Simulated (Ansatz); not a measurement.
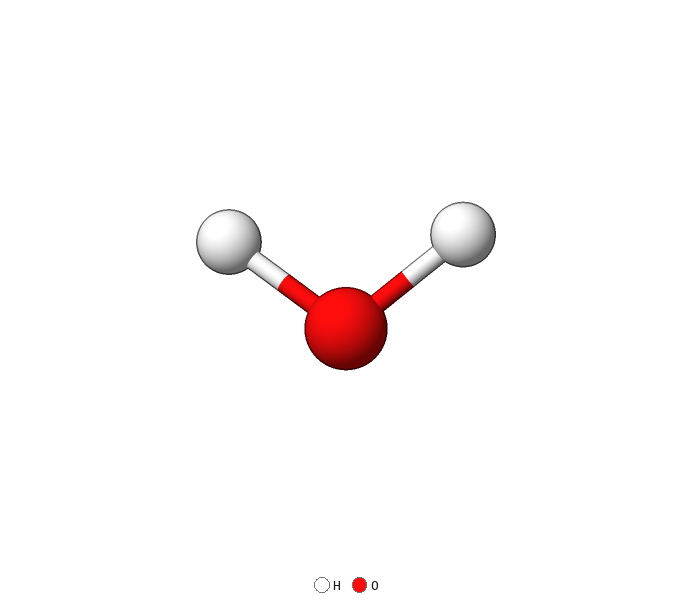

Ball-and-stick drawing of a structure. Every bond is drawn as one stick, whatever its order.

Computed geometry: PBE0-D4/def2-TZVP optimisation.

Count the atoms of each element.

H2O, 3 atoms: 2 hydrogen and 1 oxygen.

How many bonds of each kind are drawn?

2 O–H. Sticks follow a distance rule.

What is the point group of this geometry?

C2v.

More results for the same structure follow; atom numbers are the same in all pictures, views and colours differ.

### Shape

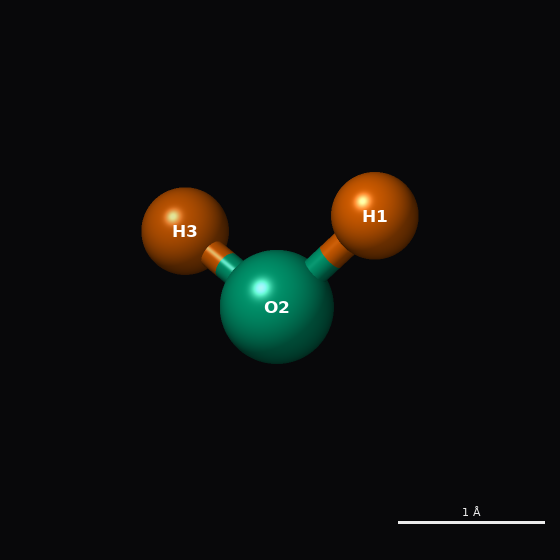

Atoms carry their numbers in the input.

Estimate the angles H1–O2–H3.

```
   angle  degrees
H1–O2–H3    105.1
```

### Dipole moment

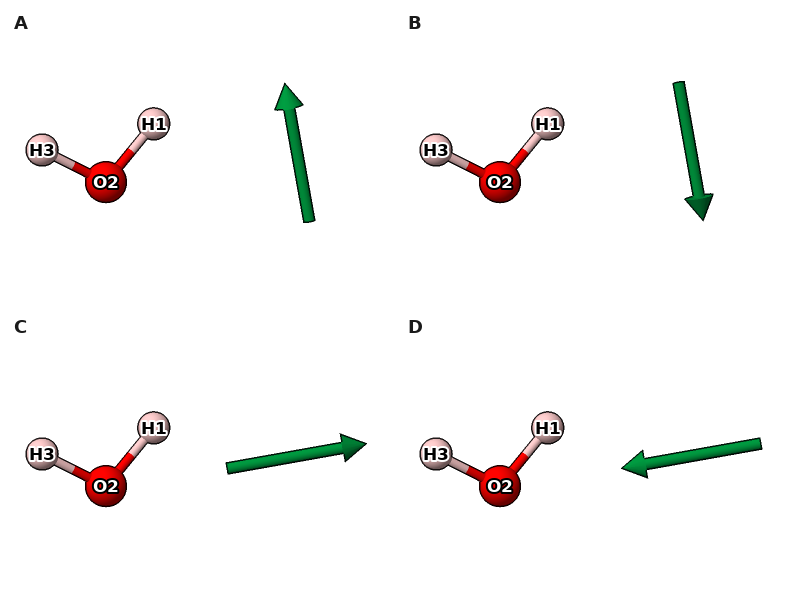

The same molecule four times, each with an arrow. Properties computed with RKS PBE0-D4/def2-TZVP (Ansatz 0.2.0).

Which arrow points along the dipole moment, from the negative to the positive end?

A. The dipole moment is 2.07 D; it points from the side of O2 to the side of H1, H3 (the outermost atoms at the two ends).

### Charges

The questions are on Mulliken charges. Properties computed with RKS PBE0-D4/def2-TZVP (Ansatz 0.2.0).

Give the Mulliken charges atom by atom.

| atom | value (e) |
| --- | --- |
| H1 | 0.32 |
| O2 | −0.65 |
| H3 | 0.32 |

### Electronic properties

Method: RKS PBE0-D4/def2-TZVPP (Ansatz 0.2.0).

Computed properties:

- HOMO energy (Kohn–Sham orbital): −8.90 eV
- LUMO energy (Kohn–Sham orbital): 0.85 eV
- HOMO–LUMO gap: 9.75 eV

Mulliken values depend strongly on the basis set and can even reverse the polarity of a bond.
